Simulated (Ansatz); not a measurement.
# Calculations on BH4O2

Part 1: Relaxation

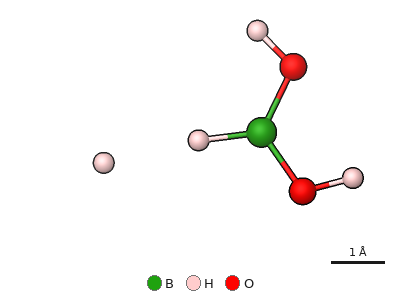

This is the input geometry for a relaxation of BH4O2 (multiplicity 2). The picture is a ball-and-stick view, seen face on.

The run prepares an end point of a later path (reaction) calculation, from a guessed geometry.

Method: UKS revPBE/6-31G* in Ansatz 0.2.0.

The input:
```yaml
crystal:
  periodic: [false, false, false]
  atoms:
    - { symbol: B, position_ang: [0.080713, -0.236459, 0.000136] }
    - { symbol: H, position_ang: [-0.073609, 0.014182, 1.166424] }
    - { symbol: O, position_ang: [1.368894, -0.27493, -0.478989] }
    - { symbol: H, position_ang: [1.362596, -0.502496, -1.433476] }
    - { symbol: O, position_ang: [-0.982449, -0.498317, -0.84991] }
    - { symbol: H, position_ang: [-1.824507, -0.447374, -0.361619] }
    - { symbol: H, position_ang: [-0.141537, 0.146794, 3.031034] }
magnetization:
  spin_polarized: true
  initial_magnetization: 1
basis:
  gaussian: { orbitals: "6-31G*" }
hamiltonian:
  xc: revpbe
relax:
  f_tol: 0.03
  max_steps: 50
output:
  orbitals: {}
```

Command:
```bash
ansatz run input.yaml --threads 1 --pin off --max-ram 2048MiB --backend cpu --events-out ev --progress --plain --runs-dir out
```

Q: What does the optimiser find from here?

A: Over 9 accepted moves (10 points after the start) the energy falls by 1.67 kcal/mol. The largest force component goes from 0.32 to 0.011 eV/Å. The line search rejected the trial step at point 9 of the run. The forces were under the threshold at step 4, but the run went on from there. The largest move after the best rigid fit is that of H7, 1.32 Å. Largest moves by element: H 1.32 Å, O 0.24 Å, B 0.22 Å. Near-neighbour distances that change, for instance: B1–H2 1.203 → 1.209 Å. The run took 22 s on 1 thread of Arm Neoverse V1, on a shared host, peak memory 0.12 GiB.

History of the run:

| step | E − E(0), kcal/mol | largest force component, eV/Å | note |
| --- | --- | --- | --- |
| 0 | 0.00 | 0.3239 |  |
| 1 | -0.28 | 0.1428 |  |
| 2 | -0.82 | 0.3406 |  |
| 3 | -1.23 | 0.2174 |  |
| 4 | -1.47 | 0.0294 |  |
| 5 | -1.58 | 0.0626 |  |
| 6 | -1.59 | 0.1180 |  |
| 7 | -1.66 | 0.0273 |  |
| 8 | -1.67 | 0.0297 |  |
| 9 | -1.63 | 0.1964 | rejected |
| 10 | -1.67 | 0.0114 |  |

Final geometry:

```xyz
7

B     0.1042   -0.2925   -0.2110
H    -0.0261   -0.0772    0.9711
O     1.3808   -0.3154   -0.7175
H     1.3554   -0.5040   -1.6789
O    -0.9687   -0.5141   -1.0568
H    -1.8089   -0.4681   -0.5637
H    -0.2465    0.3726    4.3304
```

After the run, drawn alike:

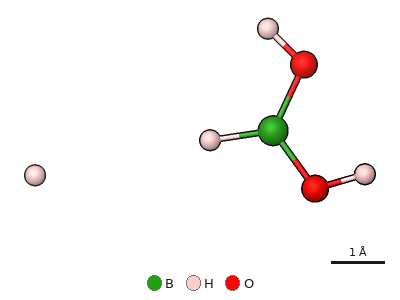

Part 2: Relaxation

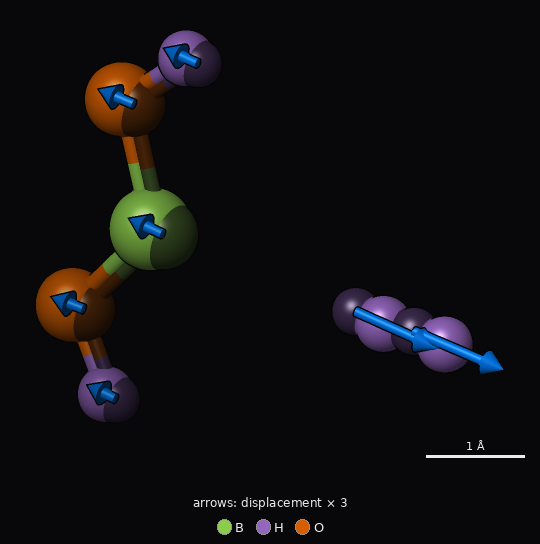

A relaxation of BH4O2 (multiplicity 2). The starting structure is drawn faded, the final one solid; blue arrows show the displacements, 3 times their true length. The two geometries are superimposed by the best rigid fit.

The picture is a ball-and-stick view, seen at a tilt.

The run prepares an end point of a later path (reaction) calculation, from a guessed geometry.

These are results of UKS revPBE/6-31G* in Ansatz 0.2.0, not measurements.

The input:
```yaml
crystal:
  periodic: [false, false, false]
  atoms:
    - { symbol: B, position_ang: [-0.018056, -0.313957, -0.412633] }
    - { symbol: H, position_ang: [0.024149, -0.098522, 1.974286] }
    - { symbol: O, position_ang: [1.094748, -0.405866, -1.21012] }
    - { symbol: H, position_ang: [1.904568, -0.3989, -0.667551] }
    - { symbol: O, position_ang: [-1.262432, -0.309879, -0.990427] }
    - { symbol: H, position_ang: [-1.954503, -0.242137, -0.307117] }
    - { symbol: H, position_ang: [0.001626, -0.029339, 2.687163] }
magnetization:
  spin_polarized: true
  initial_magnetization: 1
basis:
  gaussian: { orbitals: "6-31G*" }
hamiltonian:
  xc: revpbe
relax:
  f_tol: 0.03
  max_steps: 50
output:
  orbitals: {}
```

Command:
```bash
ansatz run input.yaml --threads 1 --pin off --max-ram 2048MiB --backend cpu --events-out ev --progress --plain --runs-dir out
```

**Atoms of which element are displaced furthest, and by how much?**

Hydrogen: up to 0.38 Å, against 0.15 Å for oxygen.

**What happened in the run?**

After 3 geometry steps the energy has fallen by 1.65 kcal/mol. Largest force component: 1.7 eV/Å at the start, 0.025 eV/Å at the end. The atom that moves furthest after the best rigid fit is H7 (0.38 Å). By element the largest moves are H 0.38 Å, O 0.15 Å, B 0.15 Å. Among the contacts that change: H2–H7 0.717 → 0.751 Å.

Limits of the set-up: the start holds two separate molecules, 2.4 Å apart at their closest, whose relative position is a soft coordinate and is computed without a dispersion correction.

Part 3: Path

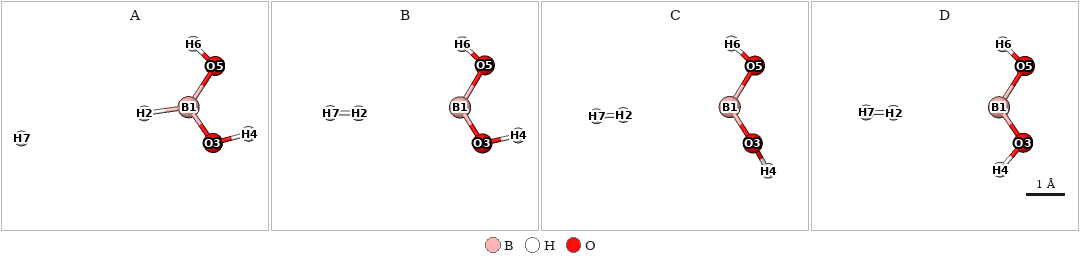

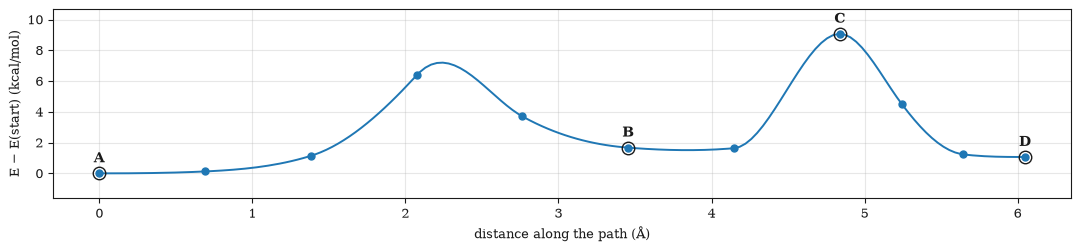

A nudged-elastic-band calculation for BH₄O₂ (multiplicity 2), made up at the start of BH3O2 and H. Images are numbered from 0 (start) to 10 (end). Frames A to D are images 0, 5, 7, 10. Style: ball-and-stick. Shown at a tilt.

Level of theory: Ansatz, UKS revPBE/6-31G*. Run with 9 movable images; climbing image; force threshold 0.05 eV/Å; iteration limit 60; starting path through a guess of the saddle point.

Read off the barrier and say what moves.

The path has more than one stage, and so few images may leave a stage unresolved. Breaking: B1–H2 (1.21 → 2.94 at the top → 2.90 Å). Forming: H2–H7 (3.40 → 0.75 at the top → 0.75 Å). The highest point, image 7, lies 9.1 kcal/mol above the start and 8.0 kcal/mol above the end; the end is at +1.1 kcal/mol relative to the start. The band converged in 25 iterations. The largest component of the band force went from 27 to 0.024 eV/Å. The climbing image converged on the top of the path. Its vibrational analysis gives one imaginary mode (581i cm⁻¹), as a transition state must have.

Limits of the set-up: the start holds two separate molecules, 3.4 Å apart at their closest, whose relative position is a soft coordinate and is computed without a dispersion correction.
